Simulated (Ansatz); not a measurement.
**Fields on a plane of YN (rock salt)**

```
YN
1.0
    0.00000     2.44783     2.44783
    2.44783     0.00000     2.44783
    2.44783     2.44783     0.00000
N Y
1 1
Direct
  0.00000   0.00000   0.00000
  0.50000   0.50000   0.50000
```

The slice is a {100} plane (indices of the conventional cell) through the point (0.500, 0.500, 0.500) (fractional), spanned by u = [100] and v = [0 1 -1] in vectors of this cell: u (3.46 Å) and v (3.46 Å, at 90° to u). It covers one period; positions are fractions (u, v).

Atoms on it: N at (0.50, 0.50); Y at (0.00, 0.00).

Level of theory: r2SCAN (plane waves to 500 eV, PAW, scalar-relativistic; Ansatz, a program for electronic structure). k mesh 12×12×12. These are valence fields of a PAW run, semicore shells included where kept as valence: close to a nucleus they are smooth pseudo fields. YN is run without spin polarisation. YN was relaxed with its symmetry unable to fall.

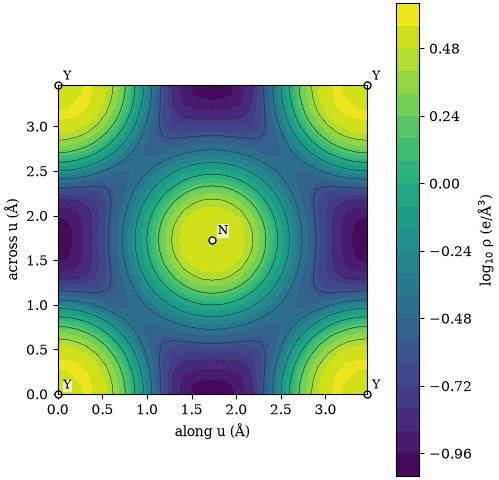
Fig. 1. Log₁₀ of the valence density in e/Å³, one period of the plane, atoms marked. The scale is logarithmic, as a density can span decades between atoms and voids.

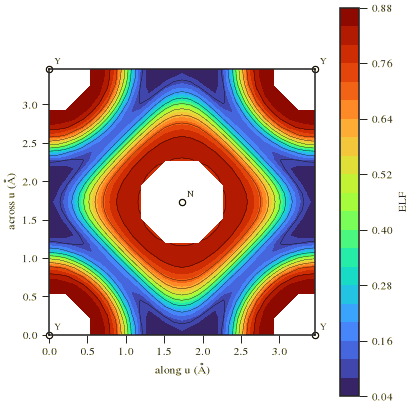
Fig. 1. Electron localisation function (ELF), one period of the plane, atoms marked. Points within 0.5 Å of a nucleus are left white, as the pseudised field means little there.

| Item | Result |
|---|---|
| Density on the N–Y line (2.45 Å) at its midpoint | 0.34 e/Å³ |
| ELF at that point | 0.14 |
| Element round which the density of the highest valence band (whole band, smooth part) is largest on this plane | N |
